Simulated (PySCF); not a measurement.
**C2HF (fluoroacetylene): r2SCAN/cc-pVTZ**

What is the energy change on altering one bond length of C2HF (fluoroacetylene) at r2SCAN/cc-pVTZ? 

Program for the calculation: PySCF 2.14.0.

1 further run of the same task is left out (set aside as unsound or not needed).

### 1 Starting point

C2HF has 4 atoms, charge 0, and is taken as a singlet. As SMILES, `C#CF`. Geometry: relaxed at PBE0-D4/def2-TZVP.

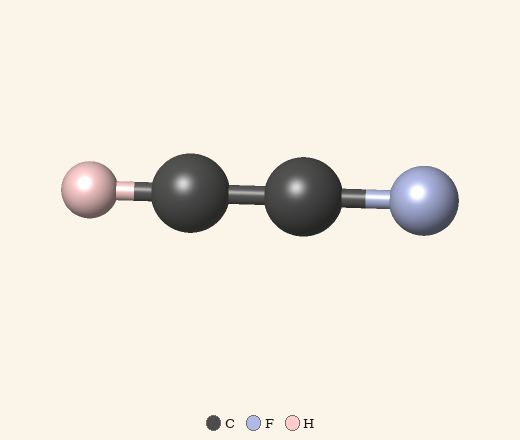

The structure, seen from a chosen angle (carbon dark grey, fluorine light blue, hydrogen pink).

### 2 A single-point energy at r2SCAN/cc-pVTZ

mol.xyz

```xyz
4

C     -0.361030     0.453110    -0.290220
C      0.303270    -0.380840     0.243810
F      1.010600    -1.269010     0.812300
H     -0.952830     1.196740    -0.765890
```

run.py

```python
from pyscf import gto, dft

mol = gto.M(
    atom='mol.xyz',
    max_memory=1860,
    verbose=4,
    basis='cc-pvtz',
    charge=0,
    spin=0,
)

myscf = dft.RKS(mol, xc='r2scan')
myscf.conv_tol = 1e-10
myscf.grids.level = 5
myscf.kernel()
if not myscf.converged:
    myscf = myscf.newton().run(myscf.mo_coeff, myscf.mo_occ)

e_tot = myscf.e_tot
print('Final energy', e_tot)
```

Run with:

```console
OMP_NUM_THREADS=1 python run.py
```

The program printed:

```text
PySCF version 2.14.0

[INPUT] num. atoms = 4
[INPUT] num. electrons = 22
[INPUT] charge = 0
[INPUT] spin (= nelec alpha-beta = 2S) = 0
[INPUT] symmetry False subgroup None
[INPUT] Mole.unit = angstrom
[INPUT] Symbol           X                Y                Z      unit          X                Y                Z       unit  Magmom
[INPUT]  1 C     -0.361030000000   0.453110000000  -0.290220000000 AA   -0.682247822752   0.856253804302  -0.548436315871 Bohr   0.0
[INPUT]  2 C      0.303270000000  -0.380840000000   0.243810000000 AA    0.573097241797  -0.719683297279   0.460734126430 Bohr   0.0
[INPUT]  3 F      1.010600000000  -1.269010000000   0.812300000000 AA    1.909757221485  -2.398081349334   1.535024530984 Bohr   0.0
[INPUT]  4 H     -0.952830000000   1.196740000000  -0.765890000000 AA   -1.800587743269   2.261510842312  -1.447322341543 Bohr   0.0

[... 63 lines left out ...]
converged SCF energy = -176.520793577468
Final energy -176.5207935774681
```

Run time: 26 s. Hardware: 1 thread of Arm Neoverse V1, shared host; peak memory 0.57 GiB.

### 3 The distorted shape

start.xyz

```xyz
4

C      0.349136    -0.439254     0.280589
C      1.013436    -1.273204     0.814619
F      1.720766    -2.161374     1.383109
H     -0.952830     1.196740    -0.765890
```

input.py

```python
from pyscf import gto, dft

system = gto.Mole()
system.atom = 'start.xyz'
system.verbose = 4
system.basis = 'cc-pvtz'
system.charge = 0
system.max_memory = 1860
system.build()

mf = dft.RKS(system)
mf.xc = 'r2scan'
mf.grids.level = 5
mf.conv_tol = 1e-10
mf.kernel()
if not mf.converged:
    mf = mf.newton().run(mf.mo_coeff, mf.mo_occ)

etot = mf.e_tot
print('E(%s) = %.9f' % ('R2SCAN', etot))
```

Run with:

```console
OMP_NUM_THREADS=1 python input.py
```

The program printed:

```text
PySCF version 2.14.0

[INPUT] num. atoms = 4
[INPUT] num. electrons = 22
[INPUT] charge = 0
[INPUT] spin (= nelec alpha-beta = 2S) = 0
[INPUT] symmetry False subgroup None
[INPUT] Mole.unit = angstrom
[INPUT] Symbol           X                Y                Z      unit          X                Y                Z       unit  Magmom
[INPUT]  1 C      0.349136000000  -0.439254000000   0.280589000000 AA    0.659771420226  -0.830069759120   0.530236363566 Bohr   0.0
[INPUT]  2 C      1.013436000000  -1.273204000000   0.814619000000 AA    1.915116484775  -2.406006860701   1.539406805867 Bohr   0.0
[INPUT]  3 F      1.720766000000  -2.161374000000   1.383109000000 AA    3.251776464463  -4.084404912756   2.613697210421 Bohr   0.0
[INPUT]  4 H     -0.952830000000   1.196740000000  -0.765890000000 AA   -1.800587743269   2.261510842312  -1.447322341543 Bohr   0.0

[... 44 lines left out ...]
WARN: HOMO -0.0824638619664236 == LUMO -0.0824636778934064
[... 24 lines left out ...]
converged SCF energy = -176.304622881887
E(R2SCAN) = -176.304622882
```

It took 29 s on 1 thread of Arm Neoverse V1, shared host; peak memory 0.57 GiB.

### 4 What came out

Level: r2SCAN/cc-pVTZ.

| quantity | value |
| --- | --- |
| first shape: total energy | -176.52079 Eh |
| first shape: dipole moment | 0.42 D |
| first shape: HOMO energy | -7.18 eV |
| first shape: LUMO energy | 0.97 eV |
| first shape: HOMO–LUMO gap | 8.14 eV |
| distorted shape: total energy | -176.30462 Eh |
| distorted shape: dipole moment | 1.70 D |
| distorted shape: HOMO energy | -6.95 eV |
| distorted shape: LUMO energy | -6.25 eV |
| distorted shape: HOMO–LUMO gap | 0.70 eV |
| energy change with the C1–H4 bond stretched from 1.063 to 2.338 Å | 5.882 eV |

In words: One bond (distorted shape) is far stretched, which a spin-restricted single reference describes badly; a broken-symmetry solution may lie lower. With the C1–H4 bond stretched from 1.063 to 2.338 Å the energy rises by 5.88 eV (568 kJ/mol). The first shape isn't relaxed at this level, so the change isn't measured from a minimum. A restricted reference can't describe the breaking bond well at this length. Mulliken charges (first shape) run from -0.25 on C1 to +0.18 on H4. Mulliken charges (distorted shape) run from -0.25 on C1 to +0.20 on H4.
